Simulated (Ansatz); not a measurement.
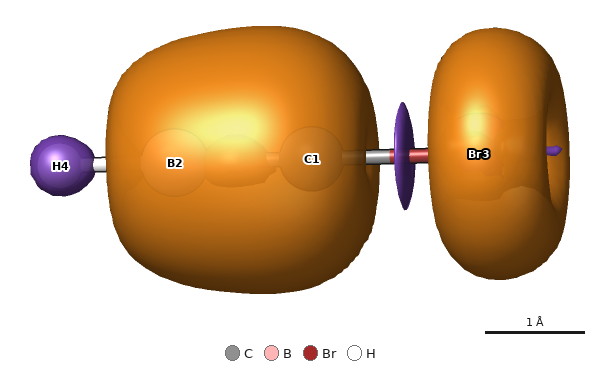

*CHBBr (SMILES B=[C+]Br) (charge +1, triplet). Isosurfaces of the spin density at +0.03 (orange) and −0.03 e/Å³ (purple), seen from one side.*

Geometry: B3LYP-D3(BJ)/def2-SVP.

Level of theory: isolated molecule in a Gaussian basis; Kohn-Sham density functional theory, functional PBE0 (Ansatz 0.2.0).

```xyz
4

C     0.0000    0.0000   -0.5701
B     0.0000    0.0000    0.8385
Br    0.0000    0.0000   -2.2894
H     0.0000    0.0000    2.0210
```

Where is the unpaired spin?

The unpaired spin (2 electrons) lies mostly on C1 (about 0.9), B2 (about 0.6) and Br3 (about 0.5), in electrons by Hirshfeld's partition.
